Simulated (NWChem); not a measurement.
# B2NH4 (SMILES B[N]B): levels of theory compared

Wanted: a comparison of 5 runs (UHF/STO-3G, UHF/3-21G, UHF/6-31G, UB3LYP/6-31G*) of B2NH4. 

Program for the calculation: NWChem 7.3.0.

**1. The structure to begin with**

The species is B2NH4 (7 atoms), meant as a doublet with charge 0. SMILES: `B[N]B`. Geometry: relaxed at PBE0-D4/def2-TZVP.

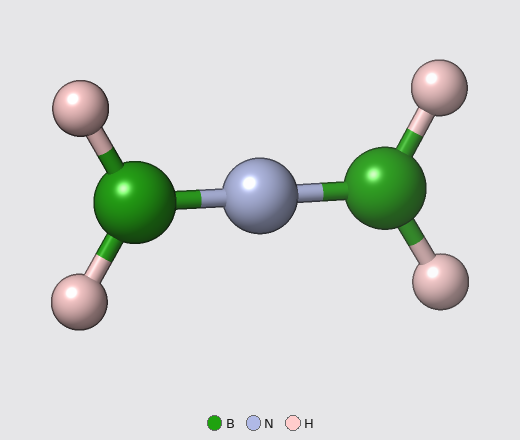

Viewed from a chosen angle; boron green, nitrogen light blue, hydrogen pink.

**2. Energy and forces at UHF/STO-3G (run 1)**

Contents of b2h4n.nw:

```
START b2h4n
TITLE "B2H4N"
memory total 2200 mb
charge 0
GEOMETRY noautosym nocenter noautoz
B       -1.116900       0.208400      -0.746200
N        0.009000      -0.016800      -0.009000
B        1.134500      -0.230000       0.732300
H       -1.409700      -0.541000      -1.640600
H       -1.814200       1.157300      -0.499400
H        1.422300       0.533400       1.616700
H        1.836300      -1.179100       0.500500
END
BASIS "ao basis" spherical bse
B library STO-3G
N library STO-3G
H library STO-3G
END
SCF
doublet
uhf
thresh 1e-08
maxiter 80
print low
END
TASK scf gradient
```

Run with:

```bash
$ nwchem b2h4n.nw > b2h4n.out
```

What it wrote:

```text
[...]
  functions       =    19
[...]
  wavefunction    = UHF
[...]
         Total SCF energy =   -104.826373815362
      One electron energy =   -243.292308894576
      Two electron energy =     86.962261195402
 Nuclear repulsion energy =     51.503673883812
                       Sz =      0.5000
                 Sz(Sz+1) =      0.7500
                      S^2 =      0.7683
[...]
                         UHF ENERGY GRADIENTS
    atom               coordinates                        gradient
                 x          y          z           x          y          z
   1 B      -2.110635   0.393819  -1.410114    0.038902  -0.007938   0.025378
   2 N       0.017008  -0.031747  -0.017008   -0.000029   0.000331   0.000200
   3 B       2.143894  -0.434637   1.383846   -0.038862   0.007113  -0.025756
   4 H      -2.663947  -1.022342  -3.100284   -0.006490  -0.015084  -0.018609
   5 H      -3.428341   2.186980  -0.943729   -0.014698   0.019415   0.004757
   6 H       2.687757   1.007980   3.055120    0.006378   0.015548   0.018322
   7 H       3.470104  -2.228176   0.945808    0.014799  -0.019384  -0.004292
 Task  times  cpu:        0.6s     wall:        0.6s
 Total times  cpu:        0.6s     wall:        0.6s
```

Wall time 1.1 s (1 thread of Intel Xeon Platinum 8375C at 2.90GHz (Ice Lake), shared host); peak memory 0.099 GiB.

**3. Energy and forces at UHF/3-21G (run 2)**

Contents of geom.xyz:

```xyz
7

B     -1.116900     0.208400    -0.746200
N      0.009000    -0.016800    -0.009000
B      1.134500    -0.230000     0.732300
H     -1.409700    -0.541000    -1.640600
H     -1.814200     1.157300    -0.499400
H      1.422300     0.533400     1.616700
H      1.836300    -1.179100     0.500500
```

Contents of run.py:

```python
from ase.io import read
from ase.calculators.nwchem import NWChem

molecule = read('geom.xyz')

calc = NWChem(
    label='geom',
    theory='scf',
    memory='2200 mb',
    basis='3-21G',
    basispar='spherical bse',
    scf={'nopen': '1', 'uhf': None, 'thresh': '1e-08', 'maxiter': '80'},
)
molecule.calc = calc

forces = molecule.get_forces()
print("Total energy (eV):", round(molecule.get_potential_energy(), 6))
print("forces (eV/A):")
for s, f in zip(molecule.symbols, forces):
    print(f"{s:2s} {f[0]:10.5f} {f[1]:10.5f} {f[2]:10.5f}")
```

Run with:

```bash
$ export ASE_NWCHEM_COMMAND="nwchem PREFIX.nwi > PREFIX.nwo"
$ python run.py
```

What it wrote:

```text
Total energy (eV): -2872.398363
forces (eV/A):
B    -1.70346    0.34155   -1.11411
N     0.00123   -0.01460   -0.00910
B     1.70284   -0.31820    1.12532
H     0.06911    0.19705    0.23387
H     0.17514   -0.24744   -0.07317
H    -0.06813   -0.20667   -0.22610
H    -0.17663    0.24832    0.06330
```

The calculator wrote geom.nwi:

```
title "geom"

permanent_dir geom

scratch_dir geom

start geom

geometry units angstrom nocenter noautosym noautoz
  B  -1.1169000000000000e+00 2.0840000000000000e-01 -7.4619999999999997e-01
  N  8.9999999999999993e-03 -1.6799999999999999e-02 -8.9999999999999993e-03
  B  1.1345000000000001e+00 -2.3000000000000001e-01 7.3229999999999995e-01
  H  -1.4097000000000000e+00 -5.4100000000000004e-01 -1.6406000000000001e+00
  H  -1.8142000000000000e+00 1.1573000000000000e+00 -4.9940000000000001e-01
  H  1.4222999999999999e+00 5.3339999999999999e-01 1.6167000000000000e+00
  H  1.8363000000000000e+00 -1.1791000000000000e+00 5.0049999999999994e-01
end

memory 2200 mb

basis spherical bse noprint
   * library 3-21G
end

scf
  nopen 1
  uhf
  thresh 1e-08
  maxiter 80
end

task scf gradient
```

geom.nwo:

```text
Northwest Computational Chemistry Package (NWChem) 7.3.0
             --------------------------------------------------------

           Job information
           ---------------

    nwchem branch   = 7.3.0
    use scalapack   = T
    input           = geom.nwi
    prefix          = geom.
    data base       = geom/geom.db
    status          = startup
    nproc           =        1

           Memory information
           ------------------

[... 5 lines left out ...]
    hardfail = no
[... 125 lines left out ...]
 1-e energy   =    -241.369229
[... 9 lines left out ...]
 Convergence threshold     :          1.000E-08
[... 17 lines left out ...]
      One electron energy =   -242.965435591985
[... 9 lines left out ...]
          Final alpha eigenvalues
[... 203 lines left out ...]
                     UHF Final Beta Molecular Orbital Analysis
[... 242 lines left out ...]
                 ----------------------------------------
                 |  Time  |  1-e(secs)   |  2-e(secs)   |
                 ----------------------------------------
                 |  CPU   |       0.00   |       0.09   |
                 ----------------------------------------
                 |  WALL  |       0.00   |       0.09   |
                 ----------------------------------------

 Task  times  cpu:        0.8s     wall:        0.8s
 Total times  cpu:        0.8s     wall:        0.8s
```

Wall time 1.8 s (1 thread of Intel Xeon Platinum 8375C at 2.90GHz (Ice Lake), shared host); peak memory 0.099 GiB.

Runs 3 to 4 aren't shown in full; the table further down has their settings and results.

**4. Energy and forces at UB3LYP/6-31G(d) (Cartesian functions) (run 5)**

Contents of job.xyz:

```xyz
7
B2H4N
B     -1.116900     0.208400    -0.746200
N      0.009000    -0.016800    -0.009000
B      1.134500    -0.230000     0.732300
H     -1.409700    -0.541000    -1.640600
H     -1.814200     1.157300    -0.499400
H      1.422300     0.533400     1.616700
H      1.836300    -1.179100     0.500500
```

Contents of run.py:

```python
from ase.io import read
from ase.calculators.nwchem import NWChem

system = read('job.xyz')

calc = NWChem(
    label='job',
    theory='dft',
    memory='2200 mb',
    basis='6-31G*',
    dft={'xc': 'b3lyp', 'mult': '2', 'grid': 'xfine', 'convergence': 'energy 1e-08', 'iterations': '100', 'mulliken': None},
)
system.calc = calc

forces = system.get_forces()
e = system.get_potential_energy()
print(f"E = {e:.6f} eV")
print("forces (eV/A):")
for s, f in zip(system.symbols, forces):
    print(f"{s:2s} {f[0]:10.5f} {f[1]:10.5f} {f[2]:10.5f}")
```

Run with:

```bash
$ export ASE_NWCHEM_COMMAND="nwchem PREFIX.nwi > PREFIX.nwo"
$ python run.py
```

What it wrote:

```text
E = -2907.600560 eV
forces (eV/A):
B    -0.16414    0.03198   -0.10865
N    -0.00046    0.00067   -0.00159
B     0.16548   -0.02900    0.11020
H    -0.02165    0.00931   -0.00761
H    -0.02052   -0.00154   -0.01861
H     0.02227   -0.01224    0.01018
H     0.01903    0.00087    0.01615
```

The calculator wrote job.nwi:

```
title "job"

permanent_dir job

scratch_dir job

start job

geometry units angstrom nocenter noautosym noautoz
  B  -1.1169000000000000e+00 2.0840000000000000e-01 -7.4619999999999997e-01
  N  8.9999999999999993e-03 -1.6799999999999999e-02 -8.9999999999999993e-03
  B  1.1345000000000001e+00 -2.3000000000000001e-01 7.3229999999999995e-01
  H  -1.4097000000000000e+00 -5.4100000000000004e-01 -1.6406000000000001e+00
  H  -1.8142000000000000e+00 1.1573000000000000e+00 -4.9940000000000001e-01
  H  1.4222999999999999e+00 5.3339999999999999e-01 1.6167000000000000e+00
  H  1.8363000000000000e+00 -1.1791000000000000e+00 5.0049999999999994e-01
end

memory 2200 mb

basis noprint
   * library 6-31G*
end

dft
  xc b3lyp
  mult 2
  grid xfine
  convergence energy 1e-08
  iterations 100
  mulliken
end

task dft gradient
```

job.nwo:

```text
Northwest Computational Chemistry Package (NWChem) 7.3.0
             --------------------------------------------------------

           Job information
           ---------------

    nwchem branch   = 7.3.0
    use scalapack   = T
    input           = job.nwi
    prefix          = job.
    data base       = job/job.db
    status          = startup
    nproc           =        1

           Memory information
           ------------------

[... 5 lines left out ...]
    hardfail = no
[... 122 lines left out ...]
          Convergence on energy requested:  1.00D-08
[... 29 lines left out ...]
          total energy or number of iterations.
[... 86 lines left out ...]
      One electron energy =     -244.267908407033
[... 883 lines left out ...]
          Convergence on energy requested:  1.00D-08
[... 29 lines left out ...]
          total energy or number of iterations.
[... 38 lines left out ...]
                 ----------------------------------------
                 |  Time  |  1-e(secs)   |  2-e(secs)   |
                 ----------------------------------------
                 |  CPU   |       0.00   |       0.49   |
                 ----------------------------------------
                 |  WALL  |       0.00   |       0.49   |
                 ----------------------------------------

 Task  times  cpu:       29.5s     wall:       29.5s
 Total times  cpu:       29.5s     wall:       29.5s
```

Run time: 31 s. Hardware: 1 thread of Intel Xeon Platinum 8375C at 2.90GHz (Ice Lake), shared host; peak memory 0.14 GiB.

**5. The series**

```
run                                level  iteration cap  module  energy (Eh)   ⟨S²⟩  largest force (eV/Å)  wall time
  1                           UHF/STO-3G             80     scf  -104.826374  0.768                 2.425      1.1 s
  2                            UHF/3-21G             80     scf  -105.558694  0.771                 2.066      1.8 s
  3                            UHF/6-31G             80     scf  -106.107018  0.771                 1.519      3.3 s
  4  UB3LYP/6-31G* (spherical functions)            100     dft  -106.850259  0.756                 0.212       24 s
  5  UB3LYP/6-31G* (Cartesian functions)            100     dft  -106.852351  0.756                 0.201       31 s
```

**6. What came out**

| quantity | value |
| --- | --- |
| run 5: total energy | -106.85235 Eh |
| run 5: dipole moment | 0.00 D |
| run 5: HOMO energy (highest over α and β) | -6.85 eV |
| run 5: LUMO energy (lowest over α and β) | -3.21 eV |
| run 5: ⟨S²⟩ | 0.756 |
| run 5: largest force on an atom | 0.201 eV/Å |

In run 1 the basis is minimal, so the values are rough. All runs together took 61 s, the longest 31 s.
